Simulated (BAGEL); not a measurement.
# CH4ClNSi (SMILES [H]/N=C(/[SiH3])Cl): B3LYP/6-31G(d) (density fitting with qzvpp-jkfit, spherical functions)

What is the energy change on altering one bond length of CH4ClNSi at B3LYP/6-31G* (density fitting with qzvpp-jkfit, spherical functions)? 

The calculation is run with BAGEL 1.2.2.

2 further runs of the same task are left out: 2 set aside as unsound or not needed.

## (1) The system as given

CH4ClNSi has 8 atoms, charge 0, and is taken as a singlet. As SMILES, `[H]/N=C(/[SiH3])Cl`. The coordinates come from a PBE0-D4/def2-TZVP relaxation.

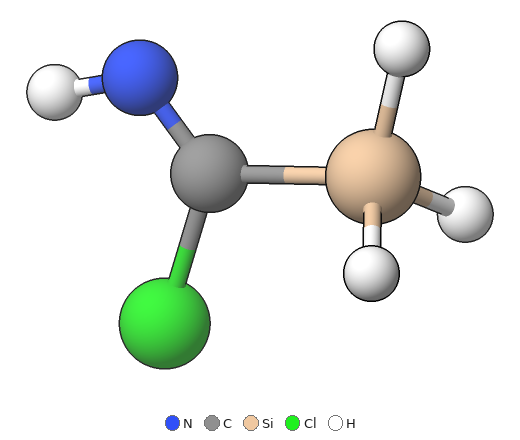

Viewed from a chosen angle; nitrogen blue, carbon grey, silicon light orange, chlorine green, hydrogen white.

## (2) The energy at B3LYP/6-31G(d) (density fitting with qzvpp-jkfit, spherical functions)

input.json reads:

```json
{ "bagel" : [

{
  "title" : "molecule",
  "basis" : "6-31gs.json",
  "df_basis" : "qzvpp-jkfit",
  "angstrom" : true,
  "geometry" : [
    { "atom" : "N", "xyz" : [      -0.134000,       1.454700,      -0.961900 ] },
    { "atom" : "C", "xyz" : [      -0.418500,       0.335400,      -0.490000 ] },
    { "atom" : "Si", "xyz" : [       0.653400,      -0.598300,       0.760300 ] },
    { "atom" : "Cl", "xyz" : [      -1.899100,      -0.560600,      -0.931300 ] },
    { "atom" : "H", "xyz" : [      -0.820600,       1.817500,      -1.623900 ] },
    { "atom" : "H", "xyz" : [       1.022600,      -1.900500,       0.155700 ] },
    { "atom" : "H", "xyz" : [      -0.163500,      -0.822600,       1.976900 ] },
    { "atom" : "H", "xyz" : [       1.851900,       0.217300,       1.058400 ] }
  ]
},

{ "title" : "ks", "xc_func" : "b3lyp" },

{ "title" : "print", "file" : "orbitals.molden", "orbitals" : true }

]}
```

The basis set 6-31G* is read from a file made from the Basis Set Exchange's data (not shown).

Run with:

```sh
$ BAGEL_NUM_THREADS=1 BAGEL input.json > input.out
```

Log:

```text
* using 1 threads per process

  ===============================================================
  ===============================================================

  *** Geometry ***

  { "atom" : "N", "xyz" : [     -0.253223,      2.748985,     -1.817728 ] },
  { "atom" : "C", "xyz" : [     -0.790850,      0.633814,     -0.925966 ] },
  { "atom" : "Si", "xyz" : [      1.234747,     -1.130623,      1.436759 ] },
  { "atom" : "Cl", "xyz" : [     -3.588779,     -1.059380,     -1.759902 ] },
  { "atom" : "H", "xyz" : [     -1.550709,      3.434577,     -3.068726 ] },
  { "atom" : "H", "xyz" : [      1.932434,     -3.591425,      0.294230 ] },
  { "atom" : "H", "xyz" : [     -0.308970,     -1.554489,      3.735800 ] },
  { "atom" : "H", "xyz" : [      3.499584,      0.410637,      2.000086 ] },

  Number of auxiliary basis functions:      480

  Since a DF basis is specified, we compute 2- and 3-index integrals:
    o Being stored without compression. Storage requirement is 0.020 GB

  Number of basis functions:       72
  Number of electrons      :       48

    * METHOD: MOLECULE                             0.23

  *** Kohn-Sham DFT ***

    * Removing 14321 points whose weight is below 1.00e-10
    * Grid points: 104927

  === Nuclear Repulsion ===
   195.4026274699

       - DIIS with orbital gradients will be used.

  === KS iteration (b3lyp / 6-31gs.json) ===
      0       -808.31625035          0.13035284           0.30
      1       -812.68664620          0.14617751           0.29
      2       -769.76022693          0.19076479           0.29
      3       -837.33805683          0.11687541           0.28
      4       -840.58061347          0.08988412           0.29
      5       -844.15990940          0.03097183           0.29
      6       -844.82136271          0.01618283           0.28
      7       -844.87832257          0.01178445           0.28
      8       -844.92265593          0.00139678           0.29
      9       -844.92347579          0.00030966           0.29
     10       -844.92351137          0.00009721           0.29
     11       -844.92351533          0.00003587           0.29
     12       -844.92351633          0.00000557           0.29
     13       -844.92351635          0.00000271           0.29
     14       -844.92351636          0.00000102           0.29
     15       -844.92351636          0.00000023           0.29
     16       -844.92351636          0.00000014           0.28
     17       -844.92351636          0.00000005           0.28
     18       -844.92351636          0.00000001           0.29
     19       -844.92351636          0.00000000           0.28
    * SCF iteration converged.

    * Permanent dipole moment:
           (   -0.079197,     0.047140,    -0.079359) a.u.

    * METHOD: KS                                   6.24

    * METHOD: PRINT                                0.01

  ===============================================================
```

It took 6.9 s on 1 thread of Arm Neoverse V1, shared host; peak memory 0.39 GiB.

## (3) The distorted shape at the same level

calc.json reads:

```json
{ "bagel": [

{
  "title": "molecule",
  "basis": "6-31gs.json",
  "df_basis": "qzvpp-jkfit",
  "angstrom": true,
  "geometry": [
    { "atom": "N", "xyz": [   -0.429370,    2.496496,   -0.478203 ] },
    { "atom": "C", "xyz": [   -0.713870,    1.377196,   -0.006303 ] },
    { "atom": "Si", "xyz": [    0.358030,    0.443496,    1.243997 ] },
    { "atom": "Cl", "xyz": [   -2.194470,    0.481196,   -0.447603 ] },
    { "atom": "H", "xyz": [   -1.115970,    2.859296,   -1.140203 ] },
    { "atom": "H", "xyz": [    1.022600,   -1.900500,    0.155700 ] },
    { "atom": "H", "xyz": [   -0.458870,    0.219196,    2.460597 ] },
    { "atom": "H", "xyz": [    1.556530,    1.259096,    1.542097 ] }
  ]
},
{ "title": "ks", "xc_func": "b3lyp" },
{ "title": "print", "file": "orbitals.molden", "orbitals": true }

]}
```

The basis set 6-31G* is read from a file made from the Basis Set Exchange's data (not shown).

Run with:

```sh
$ BAGEL_NUM_THREADS=1 BAGEL calc.json > calc.out
```

Log:

```text
* using 1 threads per process

  ===============================================================
  ===============================================================

  *** Geometry ***

  { "atom" : "N", "xyz" : [     -0.811392,      4.717694,     -0.903673 ] },
  { "atom" : "C", "xyz" : [     -1.349019,      2.602523,     -0.011911 ] },
  { "atom" : "Si", "xyz" : [      0.676579,      0.838086,      2.350814 ] },
  { "atom" : "Cl", "xyz" : [     -4.146947,      0.909329,     -0.845847 ] },
  { "atom" : "H", "xyz" : [     -2.108878,      5.403286,     -2.154671 ] },
  { "atom" : "H", "xyz" : [      1.932434,     -3.591425,      0.294230 ] },
  { "atom" : "H", "xyz" : [     -0.867139,      0.414220,      4.649854 ] },
  { "atom" : "H", "xyz" : [      2.941415,      2.379347,      2.914141 ] },

  Number of auxiliary basis functions:      480

  Since a DF basis is specified, we compute 2- and 3-index integrals:
    o Being stored without compression. Storage requirement is 0.020 GB

  Number of basis functions:       72
  Number of electrons      :       48

    * METHOD: MOLECULE                             0.23

  *** Kohn-Sham DFT ***

    * Removing 13621 points whose weight is below 1.00e-10
    * Grid points: 105627

  === Nuclear Repulsion ===
   192.0959762257

       - DIIS with orbital gradients will be used.

  === KS iteration (b3lyp / 6-31gs.json) ===
      0       -808.57988782          0.13030178           0.31
      1       -813.79082911          0.14635600           0.29
      2       -784.85356178          0.17532798           0.29
      3       -831.02665766          0.13797966           0.29
      4       -839.71007752          0.08981467           0.29
      5       -843.41046727          0.03802105           0.29
      6       -842.86829843          0.05088249           0.29
      7       -844.54870476          0.02513132           0.29
      8       -844.75940334          0.00785843           0.29
      9       -844.76881187          0.00616945           0.29
     10       -844.80246560          0.00106274           0.29
     11       -844.80327528          0.00029818           0.29
     12       -844.80333352          0.00012251           0.29
     13       -844.80334300          0.00003577           0.29
     14       -844.80334338          0.00003168           0.29
     15       -844.80334377          0.00001194           0.29
     16       -844.80334382          0.00000415           0.29
     17       -844.80334383          0.00000064           0.29
     18       -844.80334383          0.00000012           0.29
     19       -844.80334383          0.00000007           0.29
     20       -844.80334383          0.00000003           0.29
     21       -844.80334383          0.00000002           0.29
     22       -844.80334383          0.00000000           0.29
    * SCF iteration converged.

    * Permanent dipole moment:
           (    0.146914,    -0.487670,    -0.250257) a.u.

    * METHOD: KS                                   7.21

    * METHOD: PRINT                                0.01

  ===============================================================
```

It took 7.8 s on 1 thread of Arm Neoverse V1, shared host; peak memory 0.39 GiB.

## (4) Summary of results

Level: B3LYP/6-31G* (density fitting with qzvpp-jkfit, spherical functions).

| quantity | value |
| --- | --- |
| first shape: total energy | -844.92352 Eh |
| first shape: dipole moment | 0.31 D |
| first shape: HOMO energy | -7.83 eV |
| first shape: LUMO energy | -1.04 eV |
| first shape: HOMO–LUMO gap | 6.78 eV |
| distorted shape: total energy | -844.80334 Eh |
| distorted shape: dipole moment | 1.44 D |
| distorted shape: HOMO energy | -7.18 eV |
| distorted shape: LUMO energy | -3.19 eV |
| distorted shape: HOMO–LUMO gap | 3.99 eV |
| energy change with the Si3–H6 bond stretched from 1.482 to 2.668 Å | 3.270 eV |

In words: One bond (distorted shape) is far stretched, which a spin-restricted single reference describes badly; a broken-symmetry solution may lie lower. With the Si3–H6 bond stretched from 1.482 to 2.668 Å the energy rises by 3.27 eV (316 kJ/mol). The first shape isn't relaxed at this level, so the change isn't measured from a minimum. A restricted reference can't describe the breaking bond well at this length.
